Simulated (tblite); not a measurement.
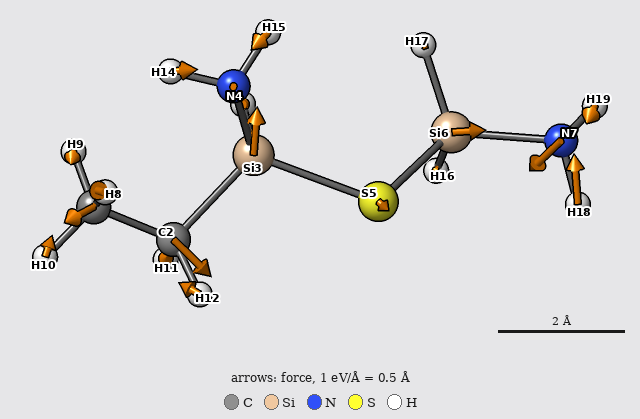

Starting geometry of C$_{2}$H$_{12}$N$_{2}$SSi$_{2}$ with the computed forces as orange arrows. A ball-and-stick model, seen at a tilt.

The calculation used GFN2-xTB geometry optimisation, gas phase in tblite 0.8.0. 

**What follows when this structure is relaxed?**

It isn't relaxed: the largest force vector, on an N atom, is 1.95 eV/Å. The final displacements have little in common with the starting forces (cosine between the two patterns 0.16). The atom that moves furthest after the best rigid fit is an H atom (1.14 Å). By element the largest moves are H 1.14 Å, S 0.68 Å, N 0.57 Å, Si 0.33 Å, C 0.25 Å. Among the contacts that change: N–Si 1.802 → 1.710 Å, H–N 1.061 → 1.007 Å, C–C 1.485 → 1.522 Å, H–N 1.036 → 1.005 Å. Bond angles that change, for instance: Si–N–H 106.7° → 120.1°, Si–N–H 108.2° → 120.4°, Si–N–H 106.8° → 118.7°. Groups turn about S–Si by about 40°, N–Si by about 25°, C–Si by about 25°. The energy falls by 72.9 kJ/mol in 179 geometry steps. The run took 5.7 s on 1 thread of Intel(R) Xeon(R) Processor @ 2.50GHz, with other jobs on the host.
